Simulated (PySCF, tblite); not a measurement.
# C3H7NOSi3: geometry, infrared bands and NMR shifts

Wanted: the infrared bands and NMR shifts of C3H7NOSi3 (`N#C[Si]1(C=O)[SiH2]C[SiH2]1`), by calculation.

Computed with tblite 0.8.0 and PySCF 2.14.0, with density-fitted response routines of our own, on a single molecule in the gas phase. Atoms are numbered from 0 throughout.

### 1 Starting geometry

15 atoms, charge 0, multiplicity 1; geometry from: force field or distance geometry start.

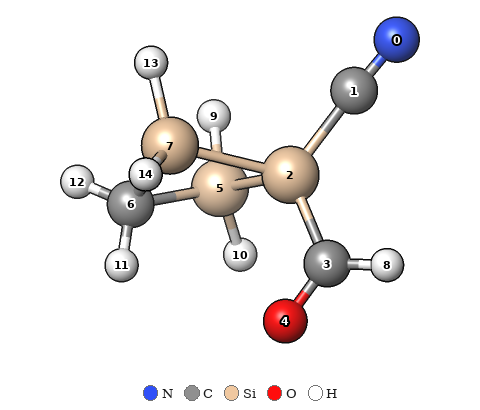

The starting geometry (nitrogen blue, carbon grey, silicon light orange, oxygen red, hydrogen white), atoms numbered.

### 2 Relaxing the molecule with GFN2-xTB

The job: settings as JSON, then the geometry in Å.

```
{"job": {"kind": "relax", "xc": "GFN2-xTB", "basis": "xTB"}, "charge": 0, "multiplicity": 1}
N      2.099900     2.332400    -2.112200
C      1.626000     1.572300    -1.382800
Si     0.957700     0.345600    -0.187900
C      2.106700    -0.478600     0.932500
O      1.679700    -1.307100     1.749400
Si    -0.609700    -0.998600    -1.098000
C     -1.726600    -0.701700     0.413800
Si    -0.967000     1.016400     0.768400
H      3.179900    -0.228300     0.871700
H     -1.213600    -0.448000    -2.331900
H     -0.214200    -2.420800    -1.275400
H     -1.550600    -1.422700     1.227400
H     -2.799800    -0.683700     0.194800
H     -1.668000     2.076600    -0.003400
H     -0.904700     1.354300     2.211600
```

On the command line:

```bash
$ OMP_NUM_THREADS=1 python probes_run.py task.json out
```

This one command runs all jobs of the session in turn.

**Question.** This job is followed by: GFN2-xTB harmonic vibrations, gas phase; GIAO PBE0/pcSseg-1 NMR shielding, non-relativistic, gas phase. Predict these results of the whole session: strongest single infrared mode (GFN2-xTB); zero-point energy (GFN2-xTB); 13C shifts against TMS (PBE0/pcSseg-1); 1H shifts against TMS (PBE0/pcSseg-1, means over atoms taken as alike); 15N shifts against NH3 (PBE0/pcSseg-1); 29Si shifts against TMS (PBE0/pcSseg-1, means over atoms taken as alike); 17O shifts against H2O (PBE0/pcSseg-1).

The runs gave:

| quantity | value |
| --- | --- |
| strongest single infrared mode (GFN2-xTB) | 2229 cm⁻¹, 607 km/mol |
| zero-point energy (GFN2-xTB) | 53.5 kcal/mol |
| 13C shifts against TMS (PBE0/pcSseg-1) | 245.5, 123.2, -7.8 ppm |
| 1H shifts against TMS (PBE0/pcSseg-1, means over atoms taken as alike) | 12.36, 4.88, 4.84, 0.94, 0.83 ppm |
| 15N shifts against NH3 (PBE0/pcSseg-1) | 377.4 ppm |
| 29Si shifts against TMS (PBE0/pcSseg-1, means over atoms taken as alike) | -44.7, -57.0 ppm |
| 17O shifts against H2O (PBE0/pcSseg-1) | 952.9 ppm |

What this shows: The optimisation took 105 steps and gained 0.615 eV; among the close pairs (by a distance rule), Si2–Si7 changed most, from 2.251 to 2.361 Å. All 39 modes are real, so the xTB geometry is a minimum. The strongest single mode, at 2229 cm⁻¹, moves mainly H9 and H13. Unscaled tight-binding wavenumbers are off by several per cent, some by more. Its intensities can rank the bands wrongly. At PBE0/pcSseg-1: Shielding is most anisotropic at O4 (span 2071 ppm, paramagnetic term -1017 ppm).
